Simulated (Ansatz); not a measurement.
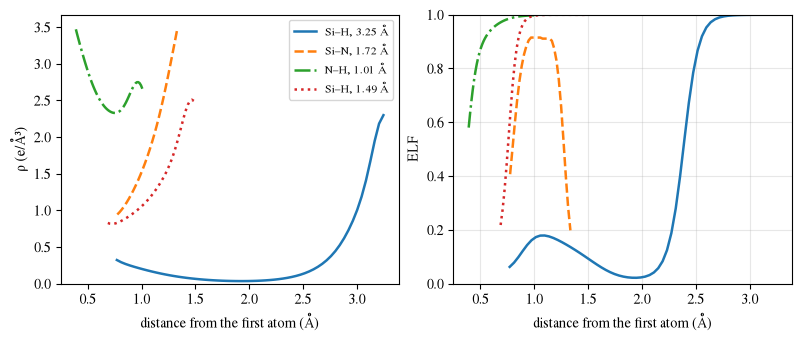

Figure. H₅NSi···AsH₃. Total electron density and electron localisation function along straight lines between neighbouring atoms. The curves leave out the atomic cores.

The reactant side of a reaction path; geometry: PBE0-D4/def2-TZVP.

The calculation used RKS PBE0-D4/def2-TZVPP (Ansatz 0.2.0).

```yaml
atoms:
  - { symbol: Si, position_ang: [-0.5906, -0.8830, 1.3431] }
  - { symbol: N, position_ang: [1.0768, -0.5054, 1.1329] }
  - { symbol: H, position_ang: [-1.3420, 0.3974, 1.3947] }
  - { symbol: H, position_ang: [-1.0223, -1.6922, 0.1746] }
  - { symbol: H, position_ang: [-0.9304, -1.6547, 2.5758] }
  - { symbol: H, position_ang: [0.3762, 0.7911, -1.2651] }
  - { symbol: As, position_ang: [-0.7174, 1.2054, -2.2379] }
  - { symbol: H, position_ang: [1.5097, 0.1752, 1.7368] }
  - { symbol: H, position_ang: [1.7264, -1.2423, 0.9088] }
  - { symbol: H, position_ang: [-0.1920, 2.6317, -2.3191] }
  - { symbol: H, position_ang: [0.1057, 0.7768, -3.4445] }
```

Compare the contacts.

Answer. Si1···H6 (3.25 Å): the density falls to about 0.03 e/Å³ on the way; the ELF dips to about 0 between them; a weak contact between the two molecules.
Si–N (1.72 Å): the density is about 1.1 e/Å³ at the midpoint; the ELF peaks at about 0.90 between the atoms: a polar covalent bond.
N–H (1.01 Å): ρ is about 2.9 e/Å³ halfway; the ELF climbs to about 1 towards the hydrogen, as it does in any bond to H (a covalent bond by its length).
Si–H (1.49 Å): ρ at the midpoint is about 0.82 e/Å³; the ELF climbs to about 1 towards the hydrogen.
